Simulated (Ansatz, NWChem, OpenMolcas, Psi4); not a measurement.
How methods differ on Si2H6 (disilane)

Si2H6 has 8 atoms, charge 0, and is taken as a singlet. As SMILES, `[SiH3][SiH3]`. The coordinates come from a PBE0-D4/def2-TZVP relaxation.

```xyz
8

Si   -0.3405    0.4902   -1.0049
Si    0.3635   -0.5044    0.9910
H     0.8339    0.9482   -1.7949
H    -1.1129   -0.4839   -1.8219
H    -1.2080    1.6641   -0.7179
H     1.1390    0.4686    1.8063
H     1.2281   -1.6805    0.7040
H    -0.8110   -0.9592    1.7826
```

Each level gives the vertical energy of the triplet above the singlet (eV). The values are calculated.

| level | kind | program | value (eV) | CPU time (all runs) |
| --- | --- | --- | --- | --- |
| HF/aug-cc-pVDZ | Hartree–Fock | Ansatz | 6.59 | 55 s |
| SVWN5/aug-cc-pVDZ | LDA | Ansatz | 6.48 | 67 s |
| revPBE/aug-cc-pVDZ | GGA | OpenMolcas | 6.31 | 3.1 min |
| r2SCAN/aug-cc-pVDZ | meta-GGA | NWChem | 6.41 | 6.5 min |
| M06-2X/aug-cc-pVDZ | hybrid meta-GGA | Psi4 | 6.96 | 7.6 min |
| CAM-B3LYP/aug-cc-pVDZ | range-separated hybrid | Ansatz | 6.77 | 4.1 min |
| HSE06/aug-cc-pVDZ | range-separated hybrid | Ansatz | 6.50 | 4.6 min |
| RPA@PBE/aug-cc-pVDZ | RPA | Ansatz | 6.60 | 2.8 min |
| MP3/aug-cc-pVDZ | perturbation theory | Psi4 | 7.16 | 2 min |

The values span 6.31 to 7.16 eV. Times are those of the runs behind each value, whatever else they computed, on shared processors of several kinds: orders of magnitude only.

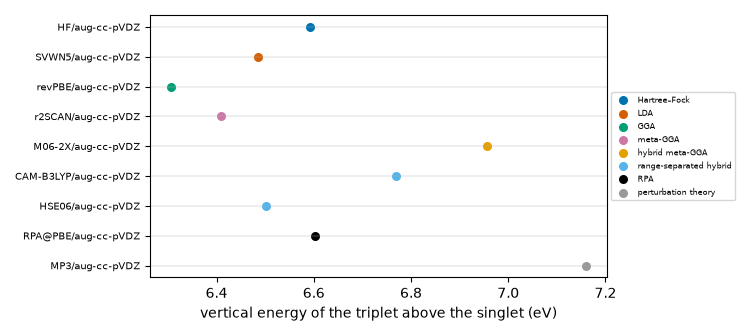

The values of the table, level by level.
